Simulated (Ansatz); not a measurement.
# Fields on a plane of Sr (fcc, Cu type)

```yaml
crystal:
  lattice:
    - [0.00000, 3.01445, 3.01445]
    - [3.01445, 0.00000, 3.01445]
    - [3.01445, 3.01445, 0.00000]
  atoms:
    - { symbol: Sr, position: [0.00000, 0.00000, 0.00000] }
```

The slice is a {100} plane (indices of the conventional cell) through the point (0.000, 0.000, 0.000) (fractional), spanned by u = [100] and v = [0 1 -1] in vectors of this cell: u (4.26 Å) and v (4.26 Å, at 90° to u). It covers one period; positions are fractions (u, v).

Atoms on it: Sr at (0.00, 0.00).

These are PBE (plane waves to 420 eV, PAW, scalar-relativistic; Ansatz, a program for electronic structure) values and carry that method's errors. k mesh 13×13×13. These are valence fields of a PAW run, semicore shells included where kept as valence: close to a nucleus they are smooth pseudo fields. Sr was relaxed with its symmetry unable to fall. The PAW data are Ansatz's earlier set.

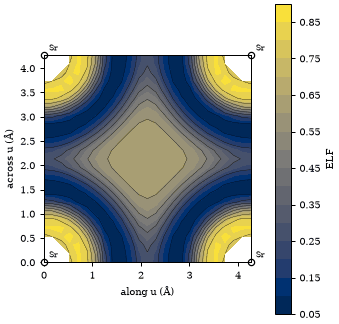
*Electron localisation function (ELF), one period of the plane, atoms marked. Points within 0.5 Å of a nucleus are left white, as the pseudised field means little there.*

```
|xxxxxxxxxxxx00002244666677666644220000xxxxxxxxxx|
|xxxxxxxxxxxx00003355666677666655330000xxxxxxxxxx|
|xxxxxxxxxx000011335566777777665533110000xxxxxxxx|
|xxxxxxxx0000002244667777777777664422000000xxxxxx|
|xxxxxx00000022445566778888887766554422000000xxxx|
|000000000022335566778888888888776655332200000000|
|000000112244556677888888998888887766554422110000|
|222233334455667788889999999999888877665544333322|
|444455556666778888999999999999998888776666555544|
|556666667777888899999999999999999988887777666666|
|666666777788888899999999999999999988888877776666|
|667777777788889999999999999999999999888877777777|
|666666777788888899999999999999999988888877776666|
|556666667777888899999999999999999988887777666666|
|444455556666778888999999999999998888776666555544|
|222233334455667788889999999999888877665544333322|
|000000112244556677888888998888887766554422110000|
|000000000022335566778888888888776655332200000000|
|xxxxxx00000022445566778888887766554422000000xxxx|
|xxxxxxxx0000002244667777777777664422000000xxxxxx|
|xxxxxxxxxx000011335566777777665533110000xxxxxxxx|
|xxxxxxxxxxxx00003355666677666655330000xxxxxxxxxx|
|xxxxxxxxxxxx00002244666677666644220000xxxxxxxxxx|
|xxxxxxxxxxxx00002244556666665544220000xxxxxxxxxx|
```
Scale: ten equal steps from -1.00 (start of '0') to 7.99 (end of '9'), in the order '0123456789'. Values: electrostatic potential energy of an electron, from the cell's mean, in eV. The map has 24 points along u (two characters each, u = 0 at the left) and 24 along v (v = 0 in the bottom row). Points within 1 Å of a nucleus are blanked (x), as the pseudised field means little there. Values under -1 eV are set to -1. The zero, the cell's mean, hangs on the PAW cores.

* **Density on the Sr–Sr line (4.26 Å) at its midpoint**: 0.04 e/Å³
* **ELF at that point**: 0.28
